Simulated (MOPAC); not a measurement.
Run report: CH4ClGeO, geometry relaxation (part 1 of 2)

- system: CH4ClGeO, multiplicity 2, SMILES [CH3][Ge]([OH])[Cl]
- method: PM3, unrestricted (MOPAC 23.2.5)

The atoms were displaced at random from an optimised geometry.

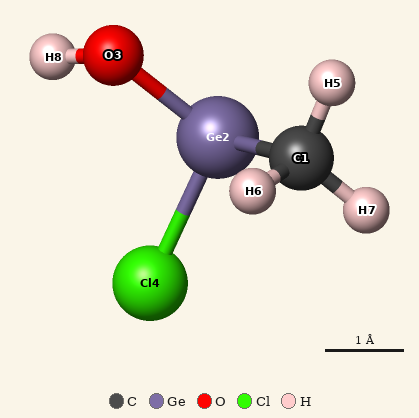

The structure as given in the input (ball-and-stick view, seen at a tilt; atoms are numbered from 1 in the order of the input). Sticks mark near contacts. Bond lengths as drawn: Cl–Ge 2.16 Å, C–Ge 1.95 Å, C–H 1.08 to 1.10 Å, Ge–O 1.79 Å and H–O 0.98 Å.

**The input (calc.mop)**
```
PRECISE BONDS UHF DOUBLET CHARGE=0 EF CYCLES=300 GNORM=0.02 DISP PM3 AUX(PRECISION=6) T=10M THREADS=1
CH4ClGeO

C      0.080278 +1     1.225605 +1    -0.056621 +1
Ge    -0.666279 +1    -0.548175 +1     0.252774 +1
O      0.703929 +1    -1.508857 +1     0.882598 +1
Cl    -1.256187 +1    -1.434444 +1    -1.623847 +1
H      0.421663 +1     1.641025 +1     0.897994 +1
H      0.911008 +1     1.132652 +1    -0.735355 +1
H     -0.691959 +1     1.875268 +1    -0.479243 +1
H      0.580187 +1    -2.478304 +1     0.803426 +1
```

Run on 1 thread of Arm Neoverse V1, 24 GiB of memory available, shared host.

Command:
```bash
mopac calc.mop
```

**What the program printed**
```
MOPAC v23.2.5
PM3 CALCULATION RESULTS

 *  PM3        - The PM3 Hamiltonian to be used
 *  DOUBLET    - SPIN STATE DEFINED AS A DOUBLET
 *  UHF        - UNRESTRICTED HARTREE-FOCK CALCULATION
 *
 *
 *
 *                 CHARGE ON SYSTEM = 0
 *
 *
 *
 *  PRECISE    - TIGHTER CRITERIA TO BE USED
 *  EF         - USE EF ROUTINE FOR MINIMUM SEARCH
 *  THREADS=1  - MULTI-THREADING NOT USED
 *  CYCLES=    - DO A MAXIMUM OF 300 STEPS
 *  GNORM      - EXIT WHEN GRADIENT NORM DROPS BELOW 0.020
 *  AUX        - OUTPUT AUXILIARY INFORMATION
 *  DISP       - PRINT DISPERSION AND HYDROGEN BOND ENERGIES
 *  BONDS      - FINAL BOND-ORDER MATRIX TO BE PRINTED
PRECISE BONDS UHF DOUBLET CHARGE=0 EF CYCLES=300 GNORM=0.02 DISP PM3 AUX(PRECISION=6) T=10M THREADS=1
 CH4ClGeO

   ATOM   CHEMICAL          X               Y               Z
  NUMBER   SYMBOL      (ANGSTROMS)     (ANGSTROMS)     (ANGSTROMS)

     1       C          0.08027800  *   1.22560500  *  -0.05662100  *
     2      Ge         -0.66627900  *  -0.54817500  *   0.25277400  *
     3       O          0.70392900  *  -1.50885700  *   0.88259800  *
     4      Cl         -1.25618700  *  -1.43444400  *  -1.62384700  *
     5       H          0.42166300  *   1.64102500  *   0.89799400  *
     6       H          0.91100800  *   1.13265200  *  -0.73535500  *
     7       H         -0.69195900  *   1.87526800  *  -0.47924300  *
     8       H          0.58018700  *  -2.47830400  *   0.80342600  *

          CARTESIAN COORDINATES

    NO.       ATOM           X           Y           Z

     1         C          0.0803      1.2256     -0.0566
     2        Ge         -0.6663     -0.5482      0.2528
     3         O          0.7039     -1.5089      0.8826
     4        Cl         -1.2562     -1.4344     -1.6238
     5         H          0.4217      1.6410      0.8980
     6         H          0.9110      1.1327     -0.7354
     7         H         -0.6920      1.8753     -0.4792
     8         H          0.5802     -2.4783      0.8034

           Empirical Formula: C H4 O Ge Cl  =     8 atoms

      MOLECULAR POINT GROUP   :   C1

 DOUBLET STATE CALCULATION

          UHF CALCULATION, NO. OF ALPHA ELECTRONS =   13
                           NO. OF BETA  ELECTRONS =   12

          Geometry optimization using EF

          DIAGONAL MATRIX USED AS START HESSIAN
```

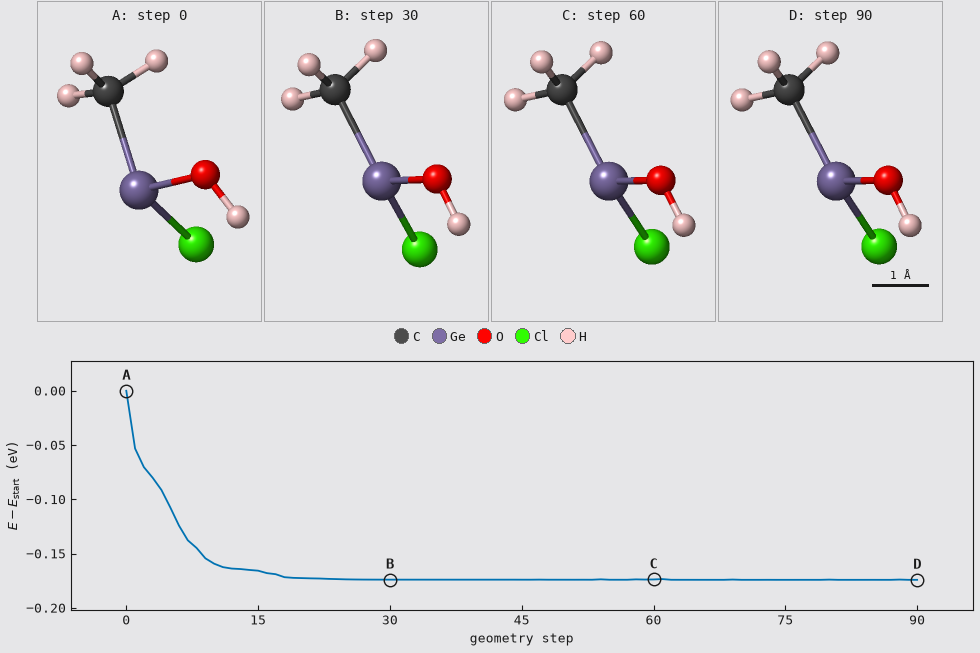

Frames of the relaxation (ball-and-stick view, seen at an oblique angle) above the curves, on which the letters mark them (steps are counted from 0).

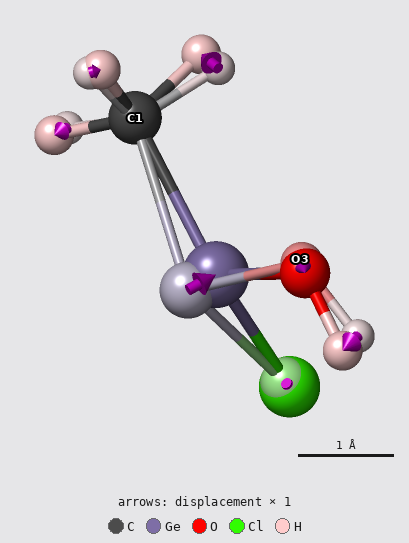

Start (faint) and end (solid) with the displacements as pink arrows, at true length (ball-and-stick view, seen at an oblique angle). The two geometries are laid on each other by the best rigid fit. The largest move after the best rigid fit is that of Ge2, 0.35 Å. By element the largest moves are Ge 0.35 Å, H 0.33 Å, O 0.14 Å, Cl 0.08 Å, C 0.04 Å. Among the contacts that change: Ge2–Cl4 2.158 → 2.118 Å, O3–H8 0.981 → 0.944 Å, C1–Ge2 1.949 → 1.917 Å, Ge2–O3 1.788 → 1.771 Å. Among the angles that change: C1–Ge2–O3 104.6° → 115.9°, O3–Ge2–Cl4 107.2° → 116.3°, C1–Ge2–Cl4 109.9° → 117.3°. Over 90 geometry steps the energy falls by 0.174 eV. Largest force component: 1.8 eV/Å at the start, 0.0005 eV/Å at the end. (Atoms are counted from 1 in the order of the input.)

```
 CYCLE:     1 TIME:   0.000 TIME LEFT: 10.00M  GRAD.:    70.118 HEAT: -90.84845
 CYCLE:     2 TIME:   0.008 TIME LEFT: 10.00M  GRAD.:    27.113 HEAT: -92.07531
 CYCLE:     3 TIME:   0.000 TIME LEFT: 10.00M  GRAD.:    25.321 HEAT: -92.47047
 CYCLE:     4 TIME:   0.008 TIME LEFT: 10.00M  GRAD.:    18.839 HEAT: -92.69581
 CYCLE:     5 TIME:   0.000 TIME LEFT: 10.00M  GRAD.:    17.805 HEAT: -92.95544
 CYCLE:     6 TIME:   0.000 TIME LEFT: 10.00M  GRAD.:    16.455 HEAT: -93.32338
 CYCLE:     7 TIME:   0.008 TIME LEFT: 10.00M  GRAD.:    12.520 HEAT: -93.71362
 CYCLE:     8 TIME:   0.000 TIME LEFT: 10.00M  GRAD.:     9.278 HEAT: -94.02498
 CYCLE:     9 TIME:   0.000 TIME LEFT: 10.00M  GRAD.:     9.129 HEAT: -94.18765
 CYCLE:    10 TIME:   0.008 TIME LEFT: 10.00M  GRAD.:    12.118 HEAT: -94.40783
 CYCLE:    11 TIME:   0.000 TIME LEFT: 10.00M  GRAD.:     9.214 HEAT: -94.52215
 CYCLE:    12 TIME:   0.000 TIME LEFT: 10.00M  GRAD.:     4.802 HEAT: -94.59534
 CYCLE:    13 TIME:   0.000 TIME LEFT: 10.00M  GRAD.:     3.447 HEAT: -94.62554
 CYCLE:    14 TIME:   0.008 TIME LEFT: 10.00M  GRAD.:     2.632 HEAT: -94.63581
 CYCLE:    15 TIME:   0.000 TIME LEFT: 10.00M  GRAD.:     3.070 HEAT: -94.65485
 CYCLE:    16 TIME:   0.000 TIME LEFT: 10.00M  GRAD.:     3.250 HEAT: -94.67033
 CYCLE:    17 TIME:   0.000 TIME LEFT: 10.00M  GRAD.:     5.292 HEAT: -94.72239
 CYCLE:    18 TIME:   0.008 TIME LEFT: 10.00M  GRAD.:     3.591 HEAT: -94.74514
 CYCLE:    19 TIME:   0.000 TIME LEFT: 10.00M  GRAD.:     3.144 HEAT: -94.80886
 CYCLE:    20 TIME:   0.000 TIME LEFT: 10.00M  GRAD.:     3.351 HEAT: -94.82293
 CYCLE:    21 TIME:   0.000 TIME LEFT: 10.00M  GRAD.:     1.374 HEAT: -94.82828
 CYCLE:    22 TIME:   0.008 TIME LEFT: 10.00M  GRAD.:     1.482 HEAT: -94.83354
 CYCLE:    23 TIME:   0.000 TIME LEFT: 10.00M  GRAD.:     1.255 HEAT: -94.83701
 CYCLE:    24 TIME:   0.000 TIME LEFT: 10.00M  GRAD.:     1.463 HEAT: -94.84466
 CYCLE:    25 TIME:   0.008 TIME LEFT: 10.00M  GRAD.:     1.467 HEAT: -94.84963
 CYCLE:    26 TIME:   0.000 TIME LEFT: 10.00M  GRAD.:     1.865 HEAT: -94.85496
 CYCLE:    27 TIME:   0.000 TIME LEFT: 10.00M  GRAD.:     1.552 HEAT: -94.85778
 CYCLE:    28 TIME:   0.000 TIME LEFT: 10.00M  GRAD.:     0.651 HEAT: -94.85958
 CYCLE:    29 TIME:   0.008 TIME LEFT: 10.00M  GRAD.:     0.509 HEAT: -94.86040
 CYCLE:    30 TIME:   0.000 TIME LEFT: 10.00M  GRAD.:     0.349 HEAT: -94.86077
 CYCLE:    31 TIME:   0.000 TIME LEFT: 10.00M  GRAD.:     0.190 HEAT: -94.86105
 CYCLE:    32 TIME:   0.000 TIME LEFT: 10.00M  GRAD.:     0.135 HEAT: -94.86110
 CYCLE:    33 TIME:   0.008 TIME LEFT: 10.00M  GRAD.:     0.141 HEAT: -94.86114
 CYCLE:    34 TIME:   0.000 TIME LEFT: 10.00M  GRAD.:     0.145 HEAT: -94.86118
 CYCLE:    35 TIME:   0.000 TIME LEFT: 10.00M  GRAD.:     0.163 HEAT: -94.86126
 CYCLE:    36 TIME:   0.000 TIME LEFT: 10.00M  GRAD.:     0.119 HEAT: -94.86133
 CYCLE:    37 TIME:   0.008 TIME LEFT: 10.00M  GRAD.:     0.045 HEAT: -94.86137
 CYCLE:    38 TIME:   0.000 TIME LEFT: 10.00M  GRAD.:     0.034 HEAT: -94.86138
 CYCLE:    39 TIME:   0.000 TIME LEFT: 10.00M  GRAD.:     0.031 HEAT: -94.86138
 CYCLE:    40 TIME:   0.000 TIME LEFT: 10.00M  GRAD.:     0.042 HEAT: -94.86138
 CYCLE:    41 TIME:   0.000 TIME LEFT: 10.00M  GRAD.:     0.036 HEAT: -94.86138
 CYCLE:    42 TIME:   0.008 TIME LEFT: 10.00M  GRAD.:     0.039 HEAT: -94.86139
 CYCLE:    43 TIME:   0.000 TIME LEFT: 10.00M  GRAD.:     0.102 HEAT: -94.86146
 CYCLE:    44 TIME:   0.000 TIME LEFT: 10.00M  GRAD.:     0.136 HEAT: -94.86152
 CYCLE:    45 TIME:   0.000 TIME LEFT: 10.00M  GRAD.:     1.230 HEAT: -94.86136
 CYCLE:    46 TIME:   0.008 TIME LEFT: 10.00M  GRAD.:     0.349 HEAT: -94.86192
 CYCLE:    47 TIME:   0.000 TIME LEFT: 10.00M  GRAD.:     0.331 HEAT: -94.86210
 CYCLE:    48 TIME:   0.008 TIME LEFT: 10.00M  GRAD.:     2.165 HEAT: -94.86029
 CYCLE:    49 TIME:   0.000 TIME LEFT: 10.00M  GRAD.:     0.216 HEAT: -94.86233
 CYCLE:    50 TIME:   0.000 TIME LEFT: 10.00M  GRAD.:     0.284 HEAT: -94.86245
 CYCLE:    51 TIME:   0.008 TIME LEFT: 10.00M  GRAD.:     0.863 HEAT: -94.86249
 CYCLE:    52 TIME:   0.000 TIME LEFT: 10.00M  GRAD.:     0.536 HEAT: -94.86270
 CYCLE:    53 TIME:   0.000 TIME LEFT: 10.00M  GRAD.:     0.586 HEAT: -94.86236
 CYCLE:    54 TIME:   0.000 TIME LEFT: 10.00M  GRAD.:     0.072 HEAT: -94.86286
 CYCLE:    55 TIME:   0.008 TIME LEFT: 10.00M  GRAD.:     4.316 HEAT: -94.85417
 CYCLE:    56 TIME:   0.000 TIME LEFT: 10.00M  GRAD.:     0.070 HEAT: -94.86298
 CYCLE:    57 TIME:   0.000 TIME LEFT: 10.00M  GRAD.:     0.167 HEAT: -94.86313
 CYCLE:    58 TIME:   0.000 TIME LEFT: 10.00M  GRAD.:     0.232 HEAT: -94.86328
 CYCLE:    59 TIME:   0.008 TIME LEFT: 10.00M  GRAD.:     4.303 HEAT: -94.85522
 CYCLE:    60 TIME:   0.000 TIME LEFT: 10.00M  GRAD.:     1.951 HEAT: -94.85902
 CYCLE:    61 TIME:   0.000 TIME LEFT: 10.00M  GRAD.:     3.637 HEAT: -94.85704
 CYCLE:    62 TIME:   0.008 TIME LEFT: 10.00M  GRAD.:     6.049 HEAT: -94.84883
 CYCLE:    63 TIME:   0.008 TIME LEFT: 10.00M  GRAD.:     0.814 HEAT: -94.86369
 CYCLE:    64 TIME:   0.000 TIME LEFT: 10.00M  GRAD.:     0.092 HEAT: -94.86417
 CYCLE:    65 TIME:   0.000 TIME LEFT: 10.00M  GRAD.:     0.233 HEAT: -94.86426
 CYCLE:    66 TIME:   0.000 TIME LEFT: 10.00M  GRAD.:     0.297 HEAT: -94.86440
 CYCLE:    67 TIME:   0.008 TIME LEFT: 10.00M  GRAD.:     0.137 HEAT: -94.86445
 CYCLE:    68 TIME:   0.000 TIME LEFT: 10.00M  GRAD.:     0.124 HEAT: -94.86451
 CYCLE:    69 TIME:   0.000 TIME LEFT: 10.00M  GRAD.:     0.339 HEAT: -94.86458
 CYCLE:    70 TIME:   0.000 TIME LEFT: 10.00M  GRAD.:     3.315 HEAT: -94.85906
 CYCLE:    71 TIME:   0.008 TIME LEFT: 10.00M  GRAD.:     0.283 HEAT: -94.86468
 CYCLE:    72 TIME:   0.000 TIME LEFT: 10.00M  GRAD.:     0.249 HEAT: -94.86474
 CYCLE:    73 TIME:   0.000 TIME LEFT: 10.00M  GRAD.:     0.100 HEAT: -94.86483
 CYCLE:    74 TIME:   0.008 TIME LEFT: 10.00M  GRAD.:     1.081 HEAT: -94.86426
 CYCLE:    75 TIME:   0.000 TIME LEFT: 10.00M  GRAD.:     0.099 HEAT: -94.86486
 CYCLE:    76 TIME:   0.000 TIME LEFT: 10.00M  GRAD.:     0.037 HEAT: -94.86484
 CYCLE:    77 TIME:   0.000 TIME LEFT: 10.00M  GRAD.:     0.090 HEAT: -94.86482
 CYCLE:    78 TIME:   0.008 TIME LEFT: 10.00M  GRAD.:     0.173 HEAT: -94.86469
 CYCLE:    79 TIME:   0.000 TIME LEFT: 10.00M  GRAD.:     0.100 HEAT: -94.86476
 CYCLE:    80 TIME:   0.000 TIME LEFT: 10.00M  GRAD.:     0.099 HEAT: -94.86481
 CYCLE:    81 TIME:   0.008 TIME LEFT: 10.00M  GRAD.:     3.059 HEAT: -94.86017
 CYCLE:    82 TIME:   0.000 TIME LEFT: 10.00M  GRAD.:     0.034 HEAT: -94.86483
 CYCLE:    83 TIME:   0.000 TIME LEFT: 10.00M  GRAD.:     0.038 HEAT: -94.86486
 CYCLE:    84 TIME:   0.000 TIME LEFT: 10.00M  GRAD.:     0.099 HEAT: -94.86488
 CYCLE:    85 TIME:   0.008 TIME LEFT: 10.00M  GRAD.:     0.312 HEAT: -94.86485
 CYCLE:    86 TIME:   0.000 TIME LEFT: 10.00M  GRAD.:     0.729 HEAT: -94.86462
 CYCLE:    87 TIME:   0.000 TIME LEFT: 10.00M  GRAD.:     0.078 HEAT: -94.86488
 CYCLE:    88 TIME:   0.000 TIME LEFT: 10.00M  GRAD.:     0.045 HEAT: -94.86484
 CYCLE:    89 TIME:   0.008 TIME LEFT: 10.00M  GRAD.:     3.147 HEAT: -94.85930
 CYCLE:    90 TIME:   0.000 TIME LEFT: 10.00M  GRAD.:     0.030 HEAT: -94.86484
 CYCLE:    91 TIME:   0.000 TIME LEFT: 10.00M  GRAD.:     0.019 HEAT: -94.86482

     GRADIENT =  0.01946 IS LESS THAN CUTOFF =  0.02000

 -------------------------------------------------------------------------------
 PRECISE BONDS UHF DOUBLET CHARGE=0 EF CYCLES=300 GNORM=0.02 DISP PM3 AUX(PRECISION=6) T=10M THREADS=1
 CH4ClGeO

     GEOMETRY OPTIMISED USING EIGENVECTOR FOLLOWING (EF).
     SCF FIELD WAS ACHIEVED

                              PM3 CALCULATION

          FINAL HEAT OF FORMATION =        -94.86482 KCAL/MOL =    -396.91442 KJ/MOL

          TOTAL ENERGY            =     -20301.55016 KCAL/MOL = ELECTRONIC ENERGY + CORE-CORE REPULSION
          ENERGY OF ATOMS         =      20206.68534 KCAL/MOL
                              SUM =        -94.86482 KCAL/MOL
          DISPERSION ENERGY       =          0.00000 KCAL/MOL
                              SUM =        -94.86482 KCAL/MOL = FINAL HEAT OF FORMATION

          TOTAL ENERGY            =       -880.35854 EV
          ELECTRONIC ENERGY       =      -2135.37265 EV
          CORE-CORE REPULSION     =       1255.01411 EV
          COSMO AREA              =        121.13 SQUARE ANGSTROMS
          COSMO VOLUME            =        109.93 CUBIC ANGSTROMS

          GRADIENT NORM           =          0.01946          =       0.00688 PER ATOM
          IONIZATION POTENTIAL    =          9.039858 EV
          ALPHA SOMO LUMO (EV)    =         -9.040 -0.680
          BETA  SOMO LUMO (EV)    =        -10.803 -1.878
          NO. OF ALPHA ELECTRONS  =         13
          NO. OF BETA  ELECTRONS  =         12
          MOLECULAR WEIGHT        =        140.0850         POINT GROUP:  C1

          MOLECULAR DIMENSIONS (Angstroms)

            Atom       Atom       Distance
            H     8    H     7     4.76722
            H     5   Cl     4     4.05175
            H     6    H     7     1.61455

          SCF CALCULATIONS        =        100

          WALL-CLOCK TIME         =      0.211 SECONDS
          COMPUTATION TIME        =      0.209 SECONDS

   ATOM   CHEMICAL          X               Y               Z
  NUMBER   SYMBOL      (ANGSTROMS)     (ANGSTROMS)     (ANGSTROMS)
```
